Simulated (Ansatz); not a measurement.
**A hypothetical structure for CaZn7**

This structure for CaZn7 is made up. Its elements were placed in a known structure type with a cell scaled to their sizes. What cell does the guess relax to, and how far off was it?

Calculated with Ansatz 0.2.0; DFT, PBE, plane-wave PAW, files of the set soft_1, scalar-relativistic, no spin, cell and ions relaxed at zero pressure; PAW set soft_1, in the first sound run; inputs show where later runs differ.

### Step 1. Set-up

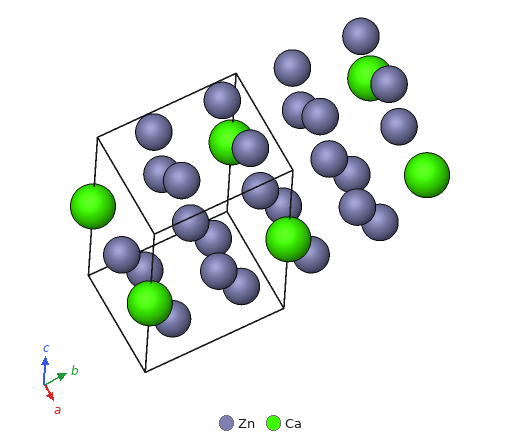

The starting structure, seen from a free direction (zinc blue, calcium green). 1×2×1 cells are drawn. Some periodic images of atoms are drawn too.

### Step 2. Relaxation of the guess

The guessed cell has no reason to be at equilibrium. It is relaxed with the atoms, within the space group of the guess.

input.yaml

```yaml
crystal:
  lattice:
    - [5.995, 0.0, 0.0]
    - [-2.9975, 5.191822296, 0.0]
    - [0.0, 0.0, 4.717]
  atoms:
    - { symbol: Zn, position: [0.666666667, 0.333333333, 0.0] }
    - { symbol: Zn, position: [0.6629, 0.83145, 0.0] }
    - { symbol: Zn, position: [0.16855, 0.83145, 0.0] }
    - { symbol: Zn, position: [0.16855, 0.3371, 0.0] }
    - { symbol: Zn, position: [0.5012, 0.0024, 0.5] }
    - { symbol: Zn, position: [0.5012, 0.4988, 0.5] }
    - { symbol: Zn, position: [0.9976, 0.4988, 0.5] }
    - { symbol: Ca, position: [0.0, 0.0, 0.5] }
kpoints:
  mp_grid: { grid: [5, 5, 6] }
scf:
  occupations: { method: fermi_dirac, width: 0.05 }
hamiltonian:
  xc: pbe
  pseudopotentials: { kind: paw, azcp: { folder: soft_1 } }
relax:
  f_tol: 0.015
  max_steps: 70
  cell: {}
output:
  forces: true
  stress: true
```

The run is started by

```
$ ansatz run input.yaml --threads 4 --pin off --max-ram 10240MiB --backend cpu --events-out ev --progress --plain --runs-dir out
```

Numbers of over 12 decimals in the logs are rounded to 6 here.

What it wrote:

```text
Engine: ansatz 0.2.0, aarch64-unknown-linux-gnu
Pseudopotentials: kind: paw
Pseudopotential: Zn, paw, valence charge 12, recommended cutoff 420 eV (normal), soft_1/Zn.paw.azcp
Pseudopotential: Ca, paw, valence charge 10, recommended cutoff 420 eV (normal), soft_1/Ca.paw.azcp
Functional definition: PBE
  parameter kappa = 0.804
  parameter beta = 0.066725
  exchange = pbe_x(kappa = kappa, mu = beta*pi^2/3)
  correlation = pbe_c(beta = beta)
Crystal: 8 atoms, lattice volume = 146.817 Å³
Basis set: ecut = 420 eV, 2865 PW (Γ), exchange–correlation on 90×90×64 points (8 copies of the dense FFT grid, shifted against one another)
Bands: 57, of which v1, the nominal top of the filled ones, is band 47 counted from 1 (46 counted from 0)
Symmetry: 12 space group operations
Space group: P-6m2 (ITA 187), of the structure as read, at distance tolerance 5.3e-5 Å
k-points: 20 of 150 (time reversal used)
Non-local potential: Zn, projectors of the file, l = 0: 2, l = 1: 2, l = 2: 3, l = 3: 1
Non-local potential: Ca, projectors of the file, l = 0: 3, l = 1: 2, l = 2: 2
PAW form: soft (Blöchl's): semilocal exchange-correlation on the pseudo side does not see the compensation charge
PAW one-centre angular grid: Zn, 590 points (default); XC on 64 Gauss nodes
PAW one-centre angular grid: Ca, 110 points (default); XC on 64 Gauss nodes
Initial density: superposition of atomic densities (chi_scale 0.1, normalization cell, long waves kept (reshape's long-wave potential 0.00 eV rms))
Initial wavefunctions: pseudopotential atomic-orbital guess
Functional: x = pbe(κ = 0.804, μ = 0.219515), c = pbe(β = 0.066725)
SCF iter   1: F=—  HF=-25054.270023 eV  |F-HF|=—  |Δ(HF+E_count)|=         —  Δρ=8.39e-2  dr2=2.34e1  ethr=3.10e-3  ⟨swp⟩=9.8  Hψ=5878  notcnv=0  defer=1
preconditioner: auto → Kerker (q_TF=auto, 2.533 Å⁻¹)  [metal: Δε(μ)=0.044 eV  Ē_g=8.618 eV  σ=0.050 eV  W_gap=0.21  n_scr=44 (ndim 8)  ℏωp=29.4 eV  f_vac=0.000  D(μ)=5.07/eV (n_scr^D=44)]
SCF iter   2: F=—  HF=-25050.707254 eV  |F-HF|=—  |Δ(HF+E_count)|=    3.56e0  Δρ=2.97e-2  dr2=2.30e0  ethr=3.10e-3  ⟨swp⟩=3.7  Hψ=2579  notcnv=0  defer=43
SCF iter   3: F=—  HF=-25050.171692 eV  |F-HF|=—  |Δ(HF+E_count)|=   5.36e-1  Δρ=1.67e-2  dr2=1.18e0  ethr=2.45e-3  ⟨swp⟩=2.2  Hψ=2324  notcnv=0  defer=43
SCF iter   4: F=—  HF=-25049.922823 eV  |F-HF|=—  |Δ(HF+E_count)|=   2.49e-1  Δρ=8.78e-3  dr2=1.71e-1  ethr=1.26e-3  ⟨swp⟩=4.0  Hψ=2227  notcnv=0  defer=43
SCF iter   5: F=—  HF=-25049.906786 eV  |F-HF|=—  |Δ(HF+E_count)|=   1.60e-2  Δρ=4.27e-3  dr2=1.62e-2  ethr=1.82e-4  ⟨swp⟩=4.1  Hψ=2380  notcnv=0  defer=45
SCF iter   6: F=—  HF=-25049.902841 eV  |F-HF|=—  |Δ(HF+E_count)|=   3.94e-3  Δρ=9.93e-4  dr2=9.77e-4  ethr=1.72e-5  ⟨swp⟩=2.8  Hψ=2231  notcnv=0  defer=45
SCF iter   7: F=—  HF=-25049.903294 eV  |F-HF|=—  |Δ(HF+E_count)|=   4.52e-4  Δρ=9.09e-4  dr2=8.33e-4  ethr=1.04e-6  ⟨swp⟩=2.0  Hψ=1953  notcnv=0  defer=45
SCF iter   8: F=—  HF=-25049.903018 eV  |F-HF|=—  |Δ(HF+E_count)|=   2.76e-4  Δρ=1.76e-4  dr2=1.17e-4  ethr=8.86e-7  ⟨swp⟩=2.1  Hψ=1919  notcnv=0  defer=45
SCF iter   9: F=—  HF=-25049.903006 eV  |F-HF|=—  |Δ(HF+E_count)|=   1.16e-5  Δρ=5.20e-5  dr2=4.67e-6  ethr=1.24e-7  ⟨swp⟩=2.0  Hψ=1238  notcnv=0  defer=45
SCF iter  10: F=—  HF=-25049.903013 eV  |F-HF|=—  |Δ(HF+E_count)|=   6.72e-6  Δρ=4.22e-5  dr2=1.55e-6  ethr=4.97e-9  ⟨swp⟩=2.0  Hψ=2033  notcnv=0  defer=45
SCF iter  11: F=—  HF=-25049.903012 eV  |F-HF|=—  |Δ(HF+E_count)|=   7.31e-7  Δρ=1.38e-5  dr2=2.32e-7  ethr=1.64e-9  ⟨swp⟩=2.0  Hψ=1954  notcnv=0  defer=45
SCF iter  12: F=-25049.903012 eV  HF=-25049.903012 eV  |F-HF|=3.09e-8  |Δ(HF+E_count)|=   2.45e-8  Δρ=4.89e-6  dr2=3.03e-8  ethr=1.06e-10  ⟨swp⟩=4.0  Hψ=3983  notcnv=0
SCF 1 converged in 12 iterations: F = -25049.903012 eV  dr2 = 3.03e-8
  greatest PAW one-centre occupation: 0.995 electrons in one spin orbital (limit 2), on the Ca atom at site 7 (counted from 0), in its partial waves of l = 0
relax step   1: F+E_penalty+E_count = -25049.90301223 eV  Δ(F+E_penalty+E_count) = +0.000e0 eV  max|allowed force component| = 4.558e-1 eV/Å  Δτ_max = 0.0000 Å  P = -1.588 GPa  Ω = 146.817 Å³  (12 SCF iters, dr2 threshold 1.00e-7 eV, accepted)
Crystal: 8 atoms, lattice volume = 141.921 Å³
Basis set: ecut = 420 eV, 2781 PW (Γ), exchange–correlation on 90×90×64 points (8 copies of the dense FFT grid, shifted against one another)
Initial density: handed on by an earlier stage of this run
Initial wavefunctions: those handed on with the density
iter 1 solved again at ethr=4.26e-5 eV; its pass at ethr=3.10e-3 eV (dr2=4.00e-2 eV) is discarded
SCF iter   1: F=—  HF=-25050.100826 eV  |F-HF|=—  |Δ(HF+E_count)|=         —  Δρ=4.54e-3  dr2=4.33e-2  ethr=4.26e-5  ⟨swp⟩=2.5  Hψ=6583  notcnv=0
preconditioner: auto → Resta (q_TF=auto, 2.547 Å⁻¹)  ε∞=9.3  [insulator: Δε(μ)=0.163 eV  Ē_g=10.351 eV  σ=0.050 eV  W_gap=0.60  n_scr=44 (ndim 8)  ℏωp=29.9 eV  f_vac=0.000  D(μ)=2.36/eV (n_scr^D=8)  ε∞_Penn≈9.3]
SCF iter   2: F=—  HF=-25050.092975 eV  |F-HF|=—  |Δ(HF+E_count)|=   7.85e-3  Δρ=1.97e-3  dr2=7.84e-3  ethr=4.26e-5  ⟨swp⟩=2.0  Hψ=2181  notcnv=0
SCF iter   3: F=—  HF=-25050.091502 eV  |F-HF|=—  |Δ(HF+E_count)|=   1.47e-3  Δρ=1.05e-3  dr2=2.57e-3  ethr=8.34e-6  ⟨swp⟩=2.0  Hψ=1947  notcnv=0
SCF iter   4: F=—  HF=-25050.091105 eV  |F-HF|=—  |Δ(HF+E_count)|=   3.98e-4  Δρ=3.85e-4  dr2=1.10e-4  ethr=2.73e-6  ⟨swp⟩=2.3  Hψ=1940  notcnv=0
SCF iter   5: F=—  HF=-25050.091146 eV  |F-HF|=—  |Δ(HF+E_count)|=   4.17e-5  Δρ=1.01e-4  dr2=8.86e-6  ethr=1.17e-7  ⟨swp⟩=2.0  Hψ=1997  notcnv=0
SCF iter   6: F=—  HF=-25050.091145 eV  |F-HF|=—  |Δ(HF+E_count)|=   8.93e-7  Δρ=6.87e-5  dr2=3.49e-6  ethr=9.42e-9  ⟨swp⟩=2.0  Hψ=2005  notcnv=0
SCF iter   7: F=-25050.091144 eV  HF=-25050.091144 eV  |F-HF|=2.20e-7  |Δ(HF+E_count)|=   1.44e-6  Δρ=2.34e-5  dr2=4.58e-7  ethr=8.51e-10  ⟨swp⟩=3.2  Hψ=4831  notcnv=0
SCF 2 converged in 7 iterations: F = -25050.091144 eV  dr2 = 4.58e-7
relax step   2: F+E_penalty+E_count = -25050.09114373 eV  Δ(F+E_penalty+E_count) = -1.881e-1 eV  max|allowed force component| = 1.191e-1 eV/Å  Δτ_max = 0.1021 Å  P = -0.234 GPa  Ω = 141.921 Å³  energy of the carried Pulay correction = +2.912e-3 eV  (7 SCF iters, dr2 threshold 8.00e-7 eV, accepted)
Crystal: 8 atoms, lattice volume = 141.003 Å³
Basis set: ecut = 420 eV, 2757 PW (Γ), exchange–correlation on 90×90×64 points (8 copies of the dense FFT grid, shifted against one another)
iter 1 solved again at ethr=2.30e-5 eV; its pass at ethr=3.10e-3 eV (dr2=2.16e-2 eV) is discarded
SCF iter   1: F=—  HF=-25050.136724 eV  |F-HF|=—  |Δ(HF+E_count)|=         —  Δρ=3.59e-3  dr2=2.23e-2  ethr=2.30e-5  ⟨swp⟩=2.4  Hψ=7126  notcnv=0
preconditioner: auto → Kerker (q_TF=auto, 2.550 Å⁻¹)  [metal: Δε(μ)=0.084 eV  Ē_g=10.502 eV  σ=0.050 eV  W_gap=0.37  n_scr=44 (ndim 8)  ℏωp=30.0 eV  f_vac=0.000  D(μ)=2.78/eV (n_scr^D=20)]
SCF iter   2: F=—  HF=-25050.134034 eV  |F-HF|=—  |Δ(HF+E_count)|=   2.69e-3  Δρ=1.92e-3  dr2=9.06e-3  ethr=2.30e-5  ⟨swp⟩=2.8  Hψ=2012  notcnv=0
SCF iter   3: F=—  HF=-25050.133026 eV  |F-HF|=—  |Δ(HF+E_count)|=   1.01e-3  Δρ=1.38e-3  dr2=3.04e-3  ethr=9.64e-6  ⟨swp⟩=2.0  Hψ=2004  notcnv=0
SCF iter   4: F=—  HF=-25050.132083 eV  |F-HF|=—  |Δ(HF+E_count)|=   9.42e-4  Δρ=3.78e-4  dr2=2.13e-4  ethr=3.23e-6  ⟨swp⟩=2.0  Hψ=1999  notcnv=0
SCF iter   5: F=—  HF=-25050.132056 eV  |F-HF|=—  |Δ(HF+E_count)|=   2.70e-5  Δρ=1.10e-4  dr2=1.29e-5  ethr=2.27e-7  ⟨swp⟩=2.4  Hψ=2103  notcnv=0
SCF iter   6: F=—  HF=-25050.132062 eV  |F-HF|=—  |Δ(HF+E_count)|=   5.15e-6  Δρ=1.18e-4  dr2=9.42e-6  ethr=1.37e-8  ⟨swp⟩=2.2  Hψ=2022  notcnv=0
SCF iter   7: F=-25050.132056 eV  HF=-25050.132057 eV  |F-HF|=6.29e-7  |Δ(HF+E_count)|=   4.75e-6  Δρ=2.51e-5  dr2=6.23e-7  ethr=8.51e-10  ⟨swp⟩=4.0  Hψ=5732  notcnv=0
SCF 3 converged in 7 iterations: F = -25050.132056 eV  dr2 = 6.23e-7
relax step   3: F+E_penalty+E_count = -25050.13205612 eV  Δ(F+E_penalty+E_count) = -4.091e-2 eV  max|allowed force component| = 1.002e-1 eV/Å  Δτ_max = 0.0739 Å  P = +0.562 GPa  Ω = 141.003 Å³  energy of the carried Pulay correction = +3.477e-3 eV  (7 SCF iters, dr2 threshold 8.00e-7 eV, accepted)
Crystal: 8 atoms, lattice volume = 142.818 Å³
iter 1 solved again at ethr=6.18e-6 eV; its pass at ethr=3.10e-3 eV (dr2=5.81e-3 eV) is discarded
SCF iter   1: F=—  HF=-25050.138393 eV  |F-HF|=—  |Δ(HF+E_count)|=         —  Δρ=1.75e-3  dr2=4.74e-3  ethr=6.18e-6  ⟨swp⟩=2.4  Hψ=6480  notcnv=0
preconditioner: auto → Kerker (q_TF=auto, 2.545 Å⁻¹)  [metal: Δε(μ)=0.048 eV  Ē_g=10.482 eV  σ=0.050 eV  W_gap=0.23  n_scr=44 (ndim 8)  ℏωp=29.8 eV  f_vac=0.000  D(μ)=2.87/eV (n_scr^D=20)]
SCF iter   2: F=—  HF=-25050.137486 eV  |F-HF|=—  |Δ(HF+E_count)|=   9.07e-4  Δρ=6.46e-4  dr2=9.98e-4  ethr=5.05e-6  ⟨swp⟩=2.0  Hψ=1877  notcnv=0
SCF iter   3: F=—  HF=-25050.137292 eV  |F-HF|=—  |Δ(HF+E_count)|=   1.93e-4  Δρ=4.05e-4  dr2=5.48e-4  ethr=1.06e-6  ⟨swp⟩=2.0  Hψ=1873  notcnv=0
SCF iter   4: F=—  HF=-25050.137205 eV  |F-HF|=—  |Δ(HF+E_count)|=   8.74e-5  Δρ=1.85e-4  dr2=3.76e-5  ethr=5.83e-7  ⟨swp⟩=2.8  Hψ=2038  notcnv=0
SCF iter   5: F=—  HF=-25050.137202 eV  |F-HF|=—  |Δ(HF+E_count)|=   2.86e-6  Δρ=4.05e-5  dr2=2.44e-6  ethr=4.00e-8  ⟨swp⟩=2.0  Hψ=1939  notcnv=0
SCF iter   6: F=—  HF=-25050.137202 eV  |F-HF|=—  |Δ(HF+E_count)|=   2.76e-7  Δρ=4.17e-5  dr2=1.32e-6  ethr=8.51e-10  ⟨swp⟩=5.0  Hψ=4934  notcnv=0
SCF iter   7: F=-25050.137202 eV  HF=-25050.137202 eV  |F-HF|=2.68e-8  |Δ(HF+E_count)|=   6.32e-7  Δρ=1.05e-5  dr2=8.62e-8  ethr=8.51e-10  ⟨swp⟩=5.0  Hψ=4778  notcnv=0
SCF 4 converged in 7 iterations: F = -25050.137202 eV  dr2 = 8.62e-8
relax step   4: F+E_penalty+E_count = -25050.13720176 eV  Δ(F+E_penalty+E_count) = -5.146e-3 eV  max|allowed force component| = 5.761e-3 eV/Å  Δτ_max = 0.0215 Å  P = -0.255 GPa  Ω = 142.818 Å³  energy of the carried Pulay correction = +2.366e-3 eV  (7 SCF iters, dr2 threshold 8.00e-7 eV, accepted)
Crystal: 8 atoms, lattice volume = 142.204 Å³
iter 1 solved again at ethr=5.20e-7 eV; its pass at ethr=3.10e-3 eV (dr2=4.89e-4 eV) is discarded
SCF iter   1: F=—  HF=-25050.138397 eV  |F-HF|=—  |Δ(HF+E_count)|=         —  Δρ=4.62e-4  dr2=5.75e-4  ethr=5.20e-7  ⟨swp⟩=4.0  Hψ=6236  notcnv=0
preconditioner: auto → Kerker (q_TF=auto, 2.546 Å⁻¹)  [metal: Δε(μ)=0.051 eV  Ē_g=10.460 eV  σ=0.050 eV  W_gap=0.25  n_scr=44 (ndim 8)  ℏωp=29.9 eV  f_vac=0.000  D(μ)=2.79/eV (n_scr^D=20)]
SCF iter   2: F=—  HF=-25050.138296 eV  |F-HF|=—  |Δ(HF+E_count)|=   1.02e-4  Δρ=2.03e-4  dr2=1.71e-4  ethr=5.20e-7  ⟨swp⟩=2.0  Hψ=1907  notcnv=0
SCF iter   3: F=—  HF=-25050.138255 eV  |F-HF|=—  |Δ(HF+E_count)|=   4.02e-5  Δρ=1.26e-4  dr2=7.47e-5  ethr=1.81e-7  ⟨swp⟩=2.8  Hψ=1978  notcnv=0
SCF iter   4: F=—  HF=-25050.138237 eV  |F-HF|=—  |Δ(HF+E_count)|=   1.79e-5  Δρ=5.97e-5  dr2=3.64e-6  ethr=7.95e-8  ⟨swp⟩=3.0  Hψ=2109  notcnv=0
SCF iter   5: F=—  HF=-25050.138237 eV  |F-HF|=—  |Δ(HF+E_count)|=   4.64e-7  Δρ=1.35e-5  dr2=2.47e-7  ethr=3.87e-9  ⟨swp⟩=2.0  Hψ=2066  notcnv=0
SCF iter   6: F=-25050.138237 eV  HF=-25050.138237 eV  |F-HF|=1.98e-7  |Δ(HF+E_count)|=   4.31e-8  Δρ=1.34e-5  dr2=1.21e-7  ethr=2.11e-10  ⟨swp⟩=5.0  Hψ=4912  notcnv=0
SCF 5 converged in 6 iterations: F = -25050.138237 eV  dr2 = 1.21e-7
relax step   5: F+E_penalty+E_count = -25050.13823683 eV  Δ(F+E_penalty+E_count) = -1.035e-3 eV  max|allowed force component| = 7.251e-3 eV/Å  Δτ_max = 0.0057 Å  P = -0.051 GPa  Ω = 142.204 Å³  energy of the carried Pulay correction = +2.740e-3 eV  (6 SCF iters, dr2 threshold 1.98e-7 eV, accepted)
Crystal: 8 atoms, lattice volume = 142.040 Å³
iter 1 solved again at ethr=7.83e-8 eV; its pass at ethr=3.10e-3 eV (dr2=7.36e-5 eV) is discarded
SCF iter   1: F=—  HF=-25050.138433 eV  |F-HF|=—  |Δ(HF+E_count)|=         —  Δρ=1.56e-4  dr2=8.09e-5  ethr=7.83e-8  ⟨swp⟩=4.0  Hψ=6122  notcnv=0
preconditioner: auto → Kerker (q_TF=auto, 2.547 Å⁻¹)  [metal: Δε(μ)=0.051 eV  Ē_g=10.470 eV  σ=0.050 eV  W_gap=0.25  n_scr=44 (ndim 8)  ℏωp=29.9 eV  f_vac=0.000  D(μ)=2.76/eV (n_scr^D=20)]
SCF iter   2: F=—  HF=-25050.138414 eV  |F-HF|=—  |Δ(HF+E_count)|=   1.91e-5  Δρ=8.15e-5  dr2=2.96e-5  ethr=7.83e-8  ⟨swp⟩=2.5  Hψ=1999  notcnv=0
SCF iter   3: F=—  HF=-25050.138407 eV  |F-HF|=—  |Δ(HF+E_count)|=   7.16e-6  Δρ=5.87e-5  dr2=1.04e-5  ethr=3.15e-8  ⟨swp⟩=2.1  Hψ=1956  notcnv=0
SCF iter   4: F=—  HF=-25050.138404 eV  |F-HF|=—  |Δ(HF+E_count)|=   3.05e-6  Δρ=2.11e-5  dr2=4.72e-7  ethr=1.11e-8  ⟨swp⟩=2.0  Hψ=1941  notcnv=0
SCF iter   5: F=—  HF=-25050.138411 eV  |F-HF|=—  |Δ(HF+E_count)|=   6.97e-6  Δρ=5.07e-6  dr2=3.36e-8  ethr=5.03e-10  ⟨swp⟩=2.0  Hψ=2067  notcnv=0
SCF iter   6: F=—  HF=-25050.138411 eV  |F-HF|=—  |Δ(HF+E_count)|=   5.51e-9  Δρ=5.07e-6  dr2=1.74e-8  ethr=8.01e-12  ⟨swp⟩=5.0  Hψ=4938  notcnv=0
SCF iter   7: F=-25050.138411 eV  HF=-25050.138411 eV  |F-HF|=1.03e-9  |Δ(HF+E_count)|=   8.69e-9  Δρ=1.69e-6  dr2=2.62e-9  ethr=8.01e-12  ⟨swp⟩=3.3  Hψ=5073  notcnv=0
SCF 6 converged in 7 iterations: F = -25050.138411 eV  dr2 = 2.62e-9
relax step   6: F+E_penalty+E_count = -25050.13841092 eV  Δ(F+E_penalty+E_count) = -1.741e-4 eV  max|allowed force component| = 1.292e-3 eV/Å  Δτ_max = 0.0025 Å  P = -0.007 GPa  Ω = 142.040 Å³  energy of the carried Pulay correction = +2.839e-3 eV  (7 SCF iters, dr2 threshold 7.53e-9 eV, accepted)
Basis set: ecut = 420 eV, 2781 PW (Γ), exchange–correlation on 90×90×60 points (8 copies of the dense FFT grid, shifted against one another)
Initial wavefunctions: pseudopotential atomic-orbital guess (no wavefunctions were taken with the density)
iter 1 solved again at ethr=7.96e-8 eV; its pass at ethr=3.10e-3 eV (dr2=7.48e-5 eV) is discarded
SCF iter   1: F=—  HF=-25050.134304 eV  |F-HF|=—  |Δ(HF+E_count)|=         —  Δρ=4.81e-4  dr2=2.07e-5  ethr=7.96e-8  ⟨swp⟩=3.0  Hψ=9044  notcnv=0
preconditioner: auto → Kerker (q_TF=auto, 2.547 Å⁻¹)  [metal: Δε(μ)=0.050 eV  Ē_g=10.473 eV  σ=0.050 eV  W_gap=0.24  n_scr=44 (ndim 8)  ℏωp=29.9 eV  f_vac=0.000  D(μ)=2.77/eV (n_scr^D=20)]
SCF iter   2: F=—  HF=-25050.135282 eV  |F-HF|=—  |Δ(HF+E_count)|=   9.79e-4  Δρ=2.99e-4  dr2=2.48e-5  ethr=2.20e-8  ⟨swp⟩=2.0  Hψ=1996  notcnv=0
SCF iter   3: F=—  HF=-25050.135596 eV  |F-HF|=—  |Δ(HF+E_count)|=   3.14e-4  Δρ=6.88e-5  dr2=5.32e-7  ethr=2.20e-8  ⟨swp⟩=2.0  Hψ=1863  notcnv=0
SCF iter   4: F=—  HF=-25050.135621 eV  |F-HF|=—  |Δ(HF+E_count)|=   2.45e-5  Δρ=1.19e-5  dr2=4.35e-8  ethr=5.66e-10  ⟨swp⟩=2.0  Hψ=2009  notcnv=0
SCF iter   5: F=—  HF=-25050.135621 eV  |F-HF|=—  |Δ(HF+E_count)|=   5.06e-7  Δρ=5.57e-6  dr2=1.37e-8  ethr=4.63e-11  ⟨swp⟩=2.0  Hψ=2008  notcnv=0
SCF iter   6: F=—  HF=-25050.135621 eV  |F-HF|=—  |Δ(HF+E_count)|=   4.54e-8  Δρ=4.22e-6  dr2=1.21e-8  ethr=1.45e-11  ⟨swp⟩=2.0  Hψ=2006  notcnv=0
SCF iter   7: F=—  HF=-25050.135621 eV  |F-HF|=—  |Δ(HF+E_count)|=   5.25e-9  Δρ=3.48e-7  dr2=1.60e-10  ethr=1.29e-11  ⟨swp⟩=2.0  Hψ=1955  notcnv=0
SCF iter   8: F=-25050.135621 eV  HF=-25050.135621 eV  |F-HF|=1.46e-11  |Δ(HF+E_count)|=  1.02e-10  Δρ=1.21e-7  dr2=3.66e-11  ethr=1.00e-12  ⟨swp⟩=4.2  Hψ=3982  notcnv=0
SCF 7 converged in 8 iterations: F = -25050.135621 eV  dr2 = 3.66e-11
relax step   7: F+E_penalty+E_count = -25050.13562114 eV  Δ(F+E_penalty+E_count) = +2.790e-3 eV  max|allowed force component| = 1.353e-3 eV/Å  Δτ_max = 0.0000 Å  P = -0.020 GPa  Ω = 142.040 Å³  stress off target by 2.62e-2 GPa  SCF on the basis re-selected at this cell (its energy is not comparable with the rows above)  (8 SCF iters)
basis re-selected at this cell: Δ(F+E_penalty+E_count) = +2.790e-3 eV, ΔP = -0.013 GPa vs the last step (what re-selecting the basis moved, of the pressure what is left beyond the Pulay correction that the steps carried, after the strain that the cell walked since its last selection, with what the two solves' SCF thresholds leave and, on support functions, any second-order correction that the steps lacked; it is no measure of the basis error at this ecutwfc). The dense FFT grid was sized anew with the basis: this SCF ran on 45×45×30 points, the steps before it on 45×45×32, so part of this shift can come from that change (see relax.cell in the input reference). [rest of the remark cut]
SCF converged after 8 iterations
Free energy (F): -25050.135621 eV
Harris-Foulkes:  -25050.135621 eV  (|F-HF|=1.46e-11)
Internal energy: -25050.113808 eV  (E = F + TS)
E sigma→0 (E₀):  -25050.124715 eV
Entropy (-TS):   -0.021813 eV (-2.727 meV/atom)
Fermi energy:    9.472076 eV
--- Per-component energies (eV) ---
  E_band       = 116.003025
  E_kinetic    = 1282.663221
  E_local      = -13739.518992  (includes V_loc(G=0)·N_el)
  E_nonlocal   = 5810.063462
  E_hartree    = 5133.402177
  E_xc         = -676.009343
  E_vxc        = -514.610587  (∫ρ·V_xc dr)
  E_paw        = -14135.642887  (= ΣΔE_a)
  E_vpaw       = -2989.396998  (= ΣTr[D̂ρ^β])
  E_aug_tail   = -0.001754  (compensation charges beyond the density's cutoff)
  E_ewald      = -8725.069691
  E_smearing   = -0.021813  (= −TS)
  E_closure    = 0.000000  (closes the sum)
  Σ components = -25050.135621   (vs F -25050.135621, Δ=0.00e0)
--- Forces (eV/Å), atoms counted from 1 ---
  atom   1  Zn     0.00000000    -0.00000000     0.00000000
  atom   2  Zn     0.00117182     0.00067655     0.00000000
  atom   3  Zn    -0.00117182     0.00067655     0.00000000
  atom   4  Zn     0.00000000    -0.00135311    -0.00000000
  atom   5  Zn    -0.00000000    -0.00015972     0.00000000
  atom   6  Zn    -0.00013833     0.00007986    -0.00000000
  atom   7  Zn     0.00013833     0.00007986    -0.00000000
  atom   8  Ca    -0.00000000     0.00000000     0.00000000
  max |Σ_I F_I| component: 6.82e-17 eV/Å
--- Stress (GPa, compression-positive) ---
       -0.026176       0.000000       0.000000
        0.000000      -0.026176      -0.000000
        0.000000      -0.000000      -0.007157
  P = ⅓ Tr σ = -0.0198 GPa (-0.198 kbar)
--- Relaxed structure (6 steps of the walk, 6 accepted, 1 SCFs on fresh bases) ---
  F+E_penalty+E_count = -25050.13562114 eV   max|allowed force component| = 1.353e-3 eV/Å   (the final SCF, on the basis selected at the relaxed cell)
  cell:  # Å, volume = 142.0402 Å³
    - [6.091225, 0, 0.0]
    - [-3.045612, 5.275155, 0.0]
    - [0.0, 0.0, 4.420500]
  atoms:
    - { symbol: Zn, position: [0.666667, 0.333333, 0.0] }
    - { symbol: Zn, position: [0.633292, 0.816646, 0.0] }
    - { symbol: Zn, position: [0.183354, 0.816646, 0.0] }
    - { symbol: Zn, position: [0.183354, 0.366708, 0.0] }
    - { symbol: Zn, position: [0.494313, -0.011374, 0.5] }
    - { symbol: Zn, position: [0.494313, 0.505687, 0.5] }
    - { symbol: Zn, position: [1.011374, 0.505687, 0.5] }
    - { symbol: Ca, position: [-9.559057497090918e-18, 1.4789419709946457e-17, 0.5] }
```

Run time: 34 s. Hardware: 4 threads of Arm Neoverse V1, shared host; peak memory 0.55 GiB; 2.2 min of CPU time.

(Continued in part 2 of 2.)

[Logs are printed without paths, hosts, clocks, repeated set-up lines and the standing remarks that a program may print on its own settings, such as how far it seeks lower states.]

[Hosts, paths, dates, database ids (printed as entryN), source tags and the programs' standing remarks are cut or masked in the printed files.]
